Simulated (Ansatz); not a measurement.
**C7H15N3Zr: density, localisation and related maps**

```yaml
atoms:
  - { symbol: C, position_ang: [-1.0686, -2.0372, 1.0982] }
  - { symbol: N, position_ang: [-0.6442, -0.6878, 1.3758] }
  - { symbol: C, position_ang: [-0.3509, -0.4942, 2.7723] }
  - { symbol: Zr, position_ang: [-0.2766, 0.5720, -0.2005] }
  - { symbol: N, position_ang: [-2.1193, 0.5929, -1.1165] }
  - { symbol: N, position_ang: [0.0712, 2.3725, 0.7276] }
  - { symbol: C, position_ang: [0.7472, 0.5407, -2.5585] }
  - { symbol: C, position_ang: [0.7424, -0.7877, -2.0743] }
  - { symbol: C, position_ang: [1.6391, -0.8606, -0.9889] }
  - { symbol: C, position_ang: [2.1924, 0.4260, -0.7987] }
  - { symbol: C, position_ang: [1.6484, 1.2855, -1.7759] }
  - { symbol: H, position_ang: [-1.2961, -2.1677, 0.0351] }
  - { symbol: H, position_ang: [-0.3013, -2.7797, 1.3712] }
  - { symbol: H, position_ang: [-1.9819, -2.2953, 1.6561] }
  - { symbol: H, position_ang: [-1.2319, -0.7044, 3.3986] }
  - { symbol: H, position_ang: [-0.0405, 0.5355, 2.9557] }
  - { symbol: H, position_ang: [0.4538, -1.1619, 3.1201] }
  - { symbol: H, position_ang: [-2.9655, 0.4152, -0.5913] }
  - { symbol: H, position_ang: [-2.3696, 0.7528, -2.0806] }
  - { symbol: H, position_ang: [-0.6889, 2.9432, 1.0765] }
  - { symbol: H, position_ang: [0.9165, 2.9224, 0.7604] }
  - { symbol: H, position_ang: [0.1564, 0.9178, -3.3805] }
  - { symbol: H, position_ang: [0.1454, -1.6000, -2.4629] }
  - { symbol: H, position_ang: [1.8570, -1.7399, -0.4007] }
  - { symbol: H, position_ang: [2.9055, 0.7011, -0.0346] }
  - { symbol: H, position_ang: [1.8600, 2.3388, -1.8834] }
```

Geometry: PBE0-D4/def2-TZVP; core potentials replace the inner electrons of Zr.

Method: RKS PBE0-D4/def2-TZVPP in Ansatz 0.2.0.

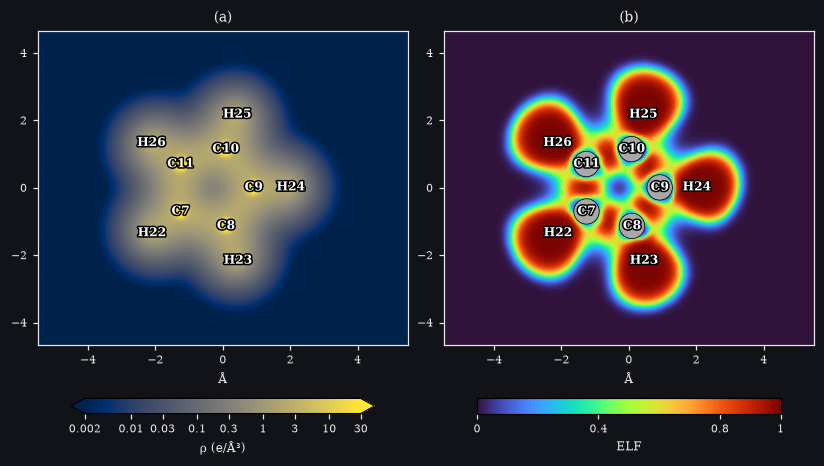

Figure 1. (a) electron density; (b) electron localisation function on the plane of atoms C9, C10 and H25. Grey discs cover the atomic cores in the ELF map.

Q: Describe what can be read from this map.

A:
- The section cuts through C and H sites.
- C–C (1.41 Å): the density is about 2.1 e/Å³ at the midpoint; the ELF peaks at about 0.95 between the atoms, as expected for localised, covalent bonding.
- C–H (1.08 Å): the density is about 2.1 e/Å³ at the midpoint; the ELF climbs to about 1 towards the hydrogen, as it does in any bond to H (an ordinary covalent bond to hydrogen).

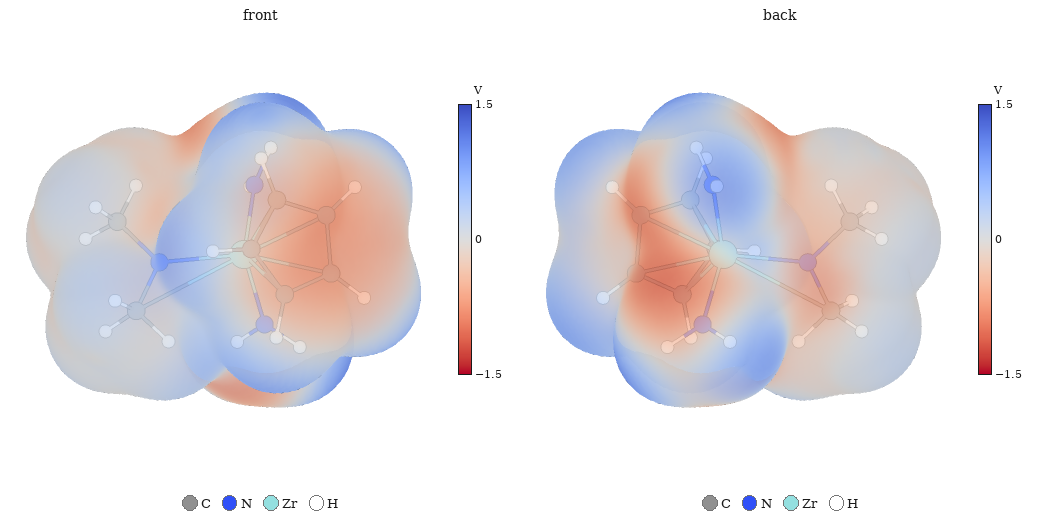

Figure 2. The electrostatic potential painted on the density surface at 0.001 e/bohr³, seen from the front and from behind; the colour scale runs from red (negative) to blue (positive).

Q: Where is the surface potential most negative and most positive?

A: The most negative region (about −1.0 V, or −23 kcal/mol for a unit charge) lies over N5, the most positive (about +0.9 V, or +21 kcal/mol for a unit charge) over H19 and H21.

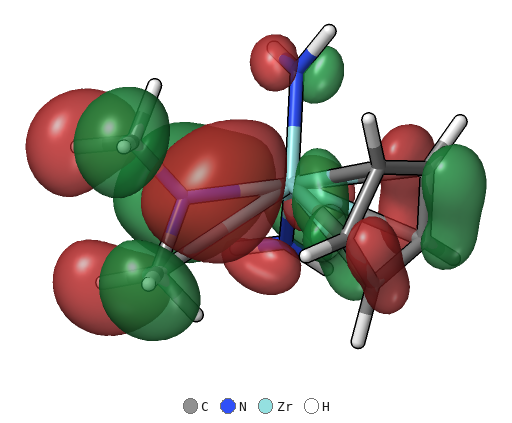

Figure 3. The HOMO at ±0.06 Å⁻³ᐟ² (green and red are the two phases), seen across its widest extent.

Q: What is the character of this orbital?

A: Its weight (Hirshfeld) is mainly on N2 (about 45 %), Zr4 (about 10 %), C3 (about 5 %) and C1 (about 5 %). Its energy is −5.86 eV.

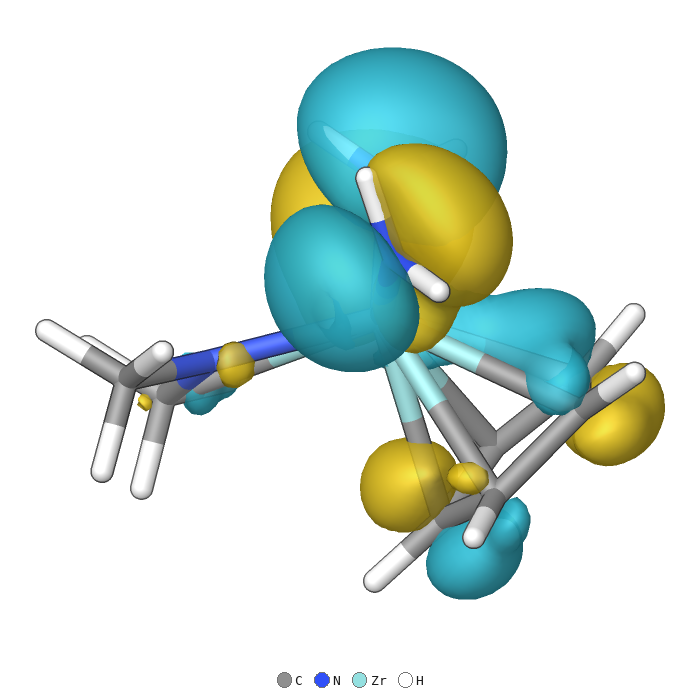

Figure 4. The HOMO−1 at ±0.08 Å⁻³ᐟ² (yellow and cyan are the two phases), seen from one side.

Q: What is the character of this orbital?

A: By Hirshfeld shares it lies mainly on N5 (about 45 %), N6 (about 20 %) and Zr4 (about 10 %). Its energy is −6.57 eV.
